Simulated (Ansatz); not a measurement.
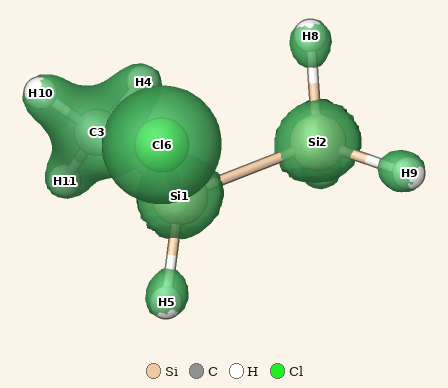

Figure. CH7ClSi2. Isosurface of the total electron density at 1 e/Å³ (green), seen at an oblique angle.

Not at a stationary point (largest force 1.3 eV/Å).

Method: RKS PBE-D4/def2-SVP (Ansatz 0.2.0).

```yaml
atoms:
  - { symbol: Si, position_ang: [0.2736, -0.5833, -0.7580] }
  - { symbol: Si, position_ang: [0.9019, 1.3753, 0.1599] }
  - { symbol: C, position_ang: [-1.2571, -0.8769, 0.3067] }
  - { symbol: H, position_ang: [-1.1740, -0.1351, 1.1033] }
  - { symbol: H, position_ang: [0.0134, -0.5945, -2.2399] }
  - { symbol: Cl, position_ang: [1.7260, -2.0492, -0.3659] }
  - { symbol: H, position_ang: [-0.2432, 2.3483, 0.0163] }
  - { symbol: H, position_ang: [1.0744, 1.0815, 1.6287] }
  - { symbol: H, position_ang: [2.1552, 2.0267, -0.3575] }
  - { symbol: H, position_ang: [-1.2707, -1.8879, 0.7558] }
  - { symbol: H, position_ang: [-2.1996, -0.7049, -0.2494] }
```

**How is the density connected at this value?**

At this value the surface falls into eight separate pieces. It bridges the sampled C–H (1.09 Å) contacts, where the density stays above the isovalue. It is pinched off along the sampled C–Si (1.89 Å), Si–Cl (2.10 Å) and Si–Si (2.25 Å) contacts. On the grid the lowest density along these lines, outside the cores, is 0.78 e/Å³ (C–Si, 1.89 Å), 0.58 e/Å³ (Si–Cl, 2.10 Å), 0.68 e/Å³ (Si–Si, 2.25 Å) and 1.8 e/Å³ (C–H, 1.09 Å).
